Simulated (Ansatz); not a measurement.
# CHPSi (singlet): density functionals in cc-pVTZ

What do functionals of several rungs give for CHPSi (singlet)?

Method: cc-pVTZ, all electrons in the functionals, frozen cores in the correlation of double hybrids and RPA; program: Ansatz 0.2.0, Gaussian basis.

To be run: SPW92, PBE, r2SCAN, PBE0, B3LYP, wB97M-V, B2PLYP, RKS PBE0, RPA-PBE.

### Step 1. The geometry

The geometry is a PBE0/def2-TZVP stationary point (not a proven minimum).

4 atoms, charge 0, spin multiplicity 1.

Atoms are counted from 1 here; the program's logs count them from 0.

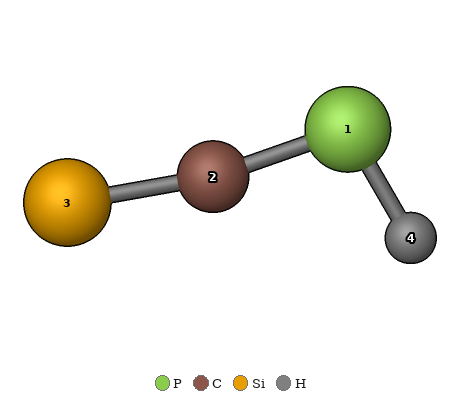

The geometry (phosphorus green, carbon brown, silicon amber, hydrogen grey); atoms are numbered from 1 in the order of the file.

No dispersion term is added; wB97M-V holds VV10 nonlocal correlation. B3LYP takes the VWN-RPA correlation.

### Step 2. SPW92 (unrestricted)

The input, in.yaml:

```yaml
crystal:
  periodic: [false, false, false]
  atoms:
    - {symbol: P, position_ang: [0.000000, -0.091809, 1.559477]}
    - {symbol: C, position_ang: [0.000000, 0.095184, -0.068348]}
    - {symbol: Si, position_ang: [0.000000, 0.014412, -1.761754]}
    - {symbol: H, position_ang: [0.000000, 1.285451, 1.982014]}
basis:
  gaussian: {orbitals: cc-pVTZ}
magnetization: {spin_polarized: true, initial_magnetization: 0}
hamiltonian: {xc: {name: SPW92}}
```

Command:

```
$ ansatz run in.yaml --threads 1 --pin off --events-out ev --progress --plain --max-ram 4096MiB --backend cpu
```

What it wrote:

```text
Functional definition: SPW92
  name "SPW92"
  cite "Dirac, Proc. Camb. Phil. Soc. 26, 376 (1930) doi:10.1017/S0305004100016108"
  cite "Slater, Phys. Rev. 81, 385 (1951) doi:10.1103/PhysRev.81.385"
  cite "Perdew & Wang, Phys. Rev. B 45, 13244 (1992) doi:10.1103/PhysRevB.45.13244"
  exchange = slater_x
  correlation = pw_c
764 factors; their error is unknown
mean field evaluation 1: about -18125.7810 eV, gradient 5.7e1 eV
mean field evaluation 2: about -18037.4134 eV, gradient 9.3e1 eV
mean field evaluation 4: about -18140.2956 eV, gradient 1.4e1 eV
mean field evaluation 8: about -18141.7857 eV, gradient 2.3e-1 eV
mean field evaluation 16: about -18141.7526 eV, gradient 5.7e-5 eV
mean field evaluation 32: about -18140.8167 eV, gradient 2.6e-4 eV
mean field -18141.75262335 eV, -666.6971119865 hartree, gradient 1.8e-5 eV, S^2 0.000000; 7 other end points of the search recorded, 0 dependent functions left out
reference -18141.75265067 eV, -666.6971129904 hartree; 18, 18 occupied and 94, 94 virtual orbitals, 764 factors
Total energy: -18141.75265067 eV, -666.6971129904 hartree
```

Run time: 3.9 s. Hardware: 1 thread of AMD EPYC 7R13, shared host.

From the report: ⟨S²⟩ of the determinant 0.000 (pure singlet: 0.00).

### Step 3. PBE (unrestricted)

in.yaml, as its differences from that of step 2:

```diff
@@ -10,2 +10,3 @@
 magnetization: {spin_polarized: true, initial_magnetization: 0}
-hamiltonian: {xc: {name: SPW92}}
+hamiltonian: {xc: {name: PBE}}
+output: {orbitals: {seedname: orbitals}}
```

Launched as before.

What it wrote:

```text
Functional definition: PBE
  name "PBE"
  cite "Perdew, Burke & Ernzerhof, Phys. Rev. Lett. 77, 3865 (1996) doi:10.1103/PhysRevLett.77.3865"
  parent pbe
  parameter kappa = 0.804
  parameter beta = 0.06672455060314922
  exchange = pbe_x(kappa = kappa, mu = beta*pi^2/3)
  correlation = pbe_c(beta = beta)
764 factors; their error is unknown
mean field evaluation 1: about -18191.9428 eV, gradient 5.6e1 eV
mean field evaluation 2: about -18103.9990 eV, gradient 9.2e1 eV
mean field evaluation 4: about -18205.5892 eV, gradient 1.6e1 eV
mean field evaluation 8: about -18207.5800 eV, gradient 1.9e-1 eV
mean field evaluation 16: about -18207.5470 eV, gradient 2.6e-4 eV
mean field evaluation 32: about -18206.3556 eV, gradient 7.4e0 eV
mean field -18207.54699444 eV, -669.1150105271 hartree, gradient 3.1e-6 eV, S^2 0.000000; 7 other end points of the search recorded, 0 dependent functions left out
reference -18207.54702348 eV, -669.1150115944 hartree; 18, 18 occupied and 94, 94 virtual orbitals, 764 factors
Total energy: -18207.54702348 eV, -669.1150115944 hartree
```

It took 9 s on 1 thread of AMD EPYC 7R13, shared host.

From the report: ⟨S²⟩ of the determinant 0.000 (pure singlet: 0.00).

### Step 4. r2SCAN (unrestricted)

in.yaml, as its differences from that of step 3:

```diff
@@ -10,3 +10,2 @@
 magnetization: {spin_polarized: true, initial_magnetization: 0}
-hamiltonian: {xc: {name: PBE}}
-output: {orbitals: {seedname: orbitals}}
+hamiltonian: {xc: {name: r2SCAN}}
```

Launched as before.

What it wrote, shortened:

```text
Functional definition: r2SCAN
  name "r2SCAN"
  cite "Furness, Kaplan, Ning, Perdew & Sun, J. Phys. Chem. Lett. 11, 8208 (2020) doi:10.1021/acs.jpclett.0c02405"
  cite "Furness, Kaplan, Ning, Perdew & Sun, J. Phys. Chem. Lett. 11, 9248 (2020) doi:10.1021/acs.jpclett.0c03077"
  parent r2scan
[...]
764 factors; their error is unknown
[...]
mean field -18214.96982882 eV, -669.3877946592 hartree, gradient 9.9e-6 eV, S^2 0.000000; 9 other end points of the search recorded, 0 dependent functions left out
reference -18214.96983933 eV, -669.3877950453 hartree; 18, 18 occupied and 94, 94 virtual orbitals, 764 factors
Total energy: -18214.96983933 eV, -669.3877950453 hartree
```

Run time: 29 s. Hardware: 1 thread of AMD EPYC 7R13, shared host; peak memory 0.28 GiB.

From the report: ⟨S²⟩ of the determinant 0.000 (pure singlet: 0.00).

### Step 5. PBE0 (unrestricted)

in.yaml, as its differences from that of step 4:

```diff
@@ -10,2 +10,3 @@
 magnetization: {spin_polarized: true, initial_magnetization: 0}
-hamiltonian: {xc: {name: r2SCAN}}
+hamiltonian: {xc: {name: PBE0}}
+output: {orbitals: {seedname: orbitals}}
```

Same command.

What it wrote:

```text
Functional definition: PBE0
  name "PBE0"
  cite "Adamo & Barone, J. Chem. Phys. 110, 6158 (1999) doi:10.1063/1.478522"
  cite "Perdew, Burke & Ernzerhof, Phys. Rev. Lett. 77, 3865 (1996) doi:10.1103/PhysRevLett.77.3865"
  parent pbe
  parameter a = 0.25
  parameter kappa = 0.804
  parameter beta = 0.06672455060314922
  exchange = (1 - a)*pbe_x(kappa = kappa, mu = beta*pi^2/3) + a*exact_x
  correlation = pbe_c(beta = beta)
801 factors; their error is unknown
mean field evaluation 1: about -18199.0908 eV, gradient 4.4e1 eV
mean field evaluation 2: about -18168.1455 eV, gradient 7.2e1 eV
mean field evaluation 4: about -18208.7333 eV, gradient 1.7e0 eV
mean field evaluation 8: about -18208.8618 eV, gradient 1.7e-1 eV
mean field evaluation 16: about -18208.8619 eV, gradient 1.5e-5 eV
mean field evaluation 32: about -18208.8339 eV, gradient 6.0e-1 eV
mean field -18208.86187345 eV, -669.1633314395 hartree, gradient 8.2e-6 eV, S^2 0.000000; 3 other end points of the search recorded, 0 dependent functions left out
reference -18208.86189539 eV, -669.1633322458 hartree; 18, 18 occupied and 94, 94 virtual orbitals, 801 factors
Total energy: -18208.86189539 eV, -669.1633322458 hartree
```

Run time: 9.5 s. Hardware: 1 thread of AMD EPYC 7R13, shared host; peak memory 0.34 GiB.

From the report: ⟨S²⟩ of the determinant 0.000 (pure singlet: 0.00).

### Step 6. B3LYP (unrestricted)

in.yaml, as its differences from that of step 5:

```diff
@@ -10,3 +10,2 @@
 magnetization: {spin_polarized: true, initial_magnetization: 0}
-hamiltonian: {xc: {name: PBE0}}
-output: {orbitals: {seedname: orbitals}}
+hamiltonian: {xc: {name: B3LYP}}
```

Same command.

What it wrote, shortened:

```text
Functional definition: B3LYP
  name "B3LYP"
  cite "Stephens, Devlin, Chabalowski & Frisch, J. Phys. Chem. 98, 11623 (1994) doi:10.1021/j100096a001"
  cite "Becke, Phys. Rev. A 38, 3098 (1988) doi:10.1103/PhysRevA.38.3098"
  cite "Lee, Yang & Parr, Phys. Rev. B 37, 785 (1988) doi:10.1103/PhysRevB.37.785"
  cite "Vosko, Wilk & Nusair, Can. J. Phys. 58, 1200 (1980) doi:10.1139/p80-159"
[...]
776 factors; their error is unknown
[...]
mean field -18218.24145625 eV, -669.5080247496 hartree, gradient 9.5e-6 eV, S^2 0.000000; 2 other end points of the search recorded, 0 dependent functions left out
reference -18218.24165831 eV, -669.5080321752 hartree; 18, 18 occupied and 94, 94 virtual orbitals, 776 factors
Total energy: -18218.24165831 eV, -669.5080321752 hartree
```

Wall time 5.5 s (1 thread of AMD EPYC 7R13, shared host); peak memory 0.25 GiB.

From the report: ⟨S²⟩ of the determinant 0.000 (pure singlet: 0.00).

### Step 7. wB97M-V (unrestricted)

in.yaml, as its differences from that of step 6:

```diff
@@ -10,2 +10,3 @@
 magnetization: {spin_polarized: true, initial_magnetization: 0}
-hamiltonian: {xc: {name: B3LYP}}
+hamiltonian: {xc: {name: wB97M-V}}
+output: {orbitals: {seedname: orbitals}}
```

Launched as before.

What it wrote, shortened:

```text
Functional definition: wB97M-V
  name "wB97M-V"
  cite "Mardirossian & Head-Gordon, J. Chem. Phys. 144, 214110 (2016) doi:10.1063/1.4952647"
  cite "Becke, J. Chem. Phys. 107, 8554 (1997) doi:10.1063/1.475007"
  cite "Vydrov & Van Voorhis, J. Chem. Phys. 133, 244103 (2010) doi:10.1063/1.3521275"
  # Of w^i u^j: cxij and so on, Table III.
[...]
  gx(w, u) = 1 - cx + cx01*u + cx10*w
  gss(w, u) = css00 + css04*u^4 + css10*w + css20*w^2 + css43*w^4*u^3
  gos(w, u) = cos00 + cos10*w + (cos20 + cos21*u)*w^2 + (cos60 + cos61*u)*w^6
[...]
      + integral(e_c_pw_mod_opposite_spin*gos(b97_w_opposite, b97_u_opposite)) + vv10(b, c)
773 factors; their error is unknown
157 factors; integrals over basis functions are off by at most 1.2e-4 eV
[...]
mean field -18215.75239706 eV, -669.4165535115 hartree, gradient 4.2e-5 eV, S^2 0.000000; 3 other end points of the search recorded, 0 dependent functions left out
reference -18215.75243261 eV, -669.4165548181 hartree; 18, 18 occupied and 94, 94 virtual orbitals, 773 factors
Total energy: -18215.75243261 eV, -669.4165548181 hartree
```

Run time: 31 s. Hardware: 1 thread of AMD EPYC 7R13, shared host; peak memory 0.45 GiB.

From the report: ⟨S²⟩ of the determinant 0.000 (pure singlet: 0.00).

### Step 8. B2PLYP (unrestricted)

in.yaml, as its differences from that of step 7:

```diff
@@ -10,3 +10,3 @@
 magnetization: {spin_polarized: true, initial_magnetization: 0}
-hamiltonian: {xc: {name: wB97M-V}}
-output: {orbitals: {seedname: orbitals}}
+hamiltonian: {xc: {name: B2PLYP}}
+correlation: {electrons: outside_noble_gas}
```

Launched as before.

What it wrote, shortened:

```text
Functional definition: B2PLYP
  name "B2PLYP"
  cite "Grimme, J. Chem. Phys. 124, 034108 (2006) doi:10.1063/1.2148954"
  cite "Becke, Phys. Rev. A 38, 3098 (1988) doi:10.1103/PhysRevA.38.3098"
  cite "Lee, Yang & Parr, Phys. Rev. B 37, 785 (1988) doi:10.1103/PhysRevB.37.785"
[...]
661 factors; integrals over basis functions are off by at most 1.2e-3 eV
[...]
mean field -18206.06471734 eV, -669.0605378483 hartree, gradient 5.6e-6 eV, S^2 0.000000; 6 other end points of the search recorded, 0 dependent functions left out
11 core orbitals not correlated: weight in the atoms' cores, before any rotation towards them, 1.000 or more for the frozen orbitals, at most 0.000 for the correlated occupied ones
reference -18206.06484636 eV, -669.0605425896 hartree; 7, 7 occupied and 94, 94 virtual orbitals, 661 factors
second order -13.53907735 eV of doubles, -0.00000000 eV of singles
Total energy: -18209.72039724 eV, -669.1948816068 hartree
```

Wall time 13 s (1 thread of AMD EPYC 7R13, shared host); peak memory 0.25 GiB.

From the report: ⟨S²⟩ of the determinant 0.000 (pure singlet: 0.00).

### Step 9. PBE0 (restricted)

in.yaml, as its differences from that of step 8:

```diff
@@ -9,4 +9,2 @@
   gaussian: {orbitals: cc-pVTZ}
-magnetization: {spin_polarized: true, initial_magnetization: 0}
-hamiltonian: {xc: {name: B2PLYP}}
-correlation: {electrons: outside_noble_gas}
+hamiltonian: {xc: {name: PBE0}}
```

The command is unchanged.

What it wrote:

```text
Functional definition: PBE0
  name "PBE0"
  cite "Adamo & Barone, J. Chem. Phys. 110, 6158 (1999) doi:10.1063/1.478522"
  cite "Perdew, Burke & Ernzerhof, Phys. Rev. Lett. 77, 3865 (1996) doi:10.1103/PhysRevLett.77.3865"
  parent pbe
  parameter a = 0.25
  parameter kappa = 0.804
  parameter beta = 0.06672455060314922
  exchange = (1 - a)*pbe_x(kappa = kappa, mu = beta*pi^2/3) + a*exact_x
  correlation = pbe_c(beta = beta)
801 factors; their error is unknown
mean field evaluation 1: about -18199.0908 eV, gradient 6.2e1 eV
mean field evaluation 2: about -18168.1455 eV, gradient 1.0e2 eV
mean field evaluation 4: about -18208.7333 eV, gradient 2.4e0 eV
mean field evaluation 8: about -18208.8618 eV, gradient 2.4e-1 eV
mean field evaluation 16: about -18208.8619 eV, gradient 1.9e-5 eV
mean field -18208.86187357 eV, -669.1633314437 hartree, gradient 1.9e-5 eV, S^2 0.000000; 0 other end points of the search recorded, 0 dependent functions left out
reference -18208.86189551 eV, -669.1633322501 hartree; 18, 18 occupied and 94, 94 virtual orbitals, 801 factors
Total energy: -18208.86189551 eV, -669.1633322501 hartree
```

Run time: 1.6 s. Hardware: 1 thread of AMD EPYC 7R13, shared host.

### Step 10. RPA-PBE

in.yaml, as its differences from that of step 9:

```diff
@@ -9,2 +9,4 @@
   gaussian: {orbitals: cc-pVTZ}
-hamiltonian: {xc: {name: PBE0}}
+magnetization: {spin_polarized: true, initial_magnetization: 0}
+hamiltonian: {xc: {name: PBE}}
+correlation: {method: rpa, electrons: outside_noble_gas}
```

The command is unchanged.

What it wrote, shortened:

```text
Functional definition: PBE
  name "PBE"
  cite "Perdew, Burke & Ernzerhof, Phys. Rev. Lett. 77, 3865 (1996) doi:10.1103/PhysRevLett.77.3865"
  parent pbe
[...]
661 factors; integrals over basis functions are off by at most 1.2e-3 eV
[...]
mean field -18207.54698496 eV, -669.1150101787 hartree, gradient 3.2e-6 eV, S^2 0.000000; 8 other end points of the search recorded, 0 dependent functions left out
11 core orbitals not correlated: weight in the atoms' cores, before any rotation towards them, 1.000 or more for the frozen orbitals, at most 0.000 for the correlated occupied ones
reference -18177.23301456 eV, -668.0009923142 hartree; 7, 7 occupied and 94, 94 virtual orbitals, 661 factors
Total energy: -18195.53397993 eV, -668.6735403864 hartree
```

Run time: 14 s. Hardware: 1 thread of AMD EPYC 7R13, shared host.

From the report: ⟨S²⟩ of the determinant 0.000 (pure singlet: 0.00).

### Step 11. Side by side

| functional | energy (eV) | ⟨S²⟩ | time |
| --- | --- | --- | --- |
| SPW92 | -18141.7527 | 0.000 | 3.9 s |
| PBE | -18207.5470 | 0.000 | 9 s |
| r2SCAN | -18214.9698 | 0.000 | 29 s |
| PBE0 | -18208.8619 | 0.000 | 9.5 s |
| B3LYP | -18218.2417 | 0.000 | 5.5 s |
| wB97M-V | -18215.7524 | 0.000 | 31 s |
| B2PLYP | -18209.7204 | 0.000 | 13 s |
| RKS PBE0 | -18208.8619 | 0.000 | 1.6 s |
| RPA-PBE | -18195.5340 | 0.000 | 14 s |

Orbital levels of the runs that wrote orbitals: PBE HOMO -5.34, LUMO -4.38 eV; PBE0 HOMO -6.29, LUMO -3.60 eV; wB97M-V HOMO -8.17, LUMO -1.56 eV.

### Step 12. Results

| quantity | value |
| --- | --- |
| spread of total energies | 76.5 eV |
| quickest, slowest | RKS PBE0 1.6 s, wB97M-V 31 s |

Total energies of different functionals can't be ranked; only differences within one functional count.
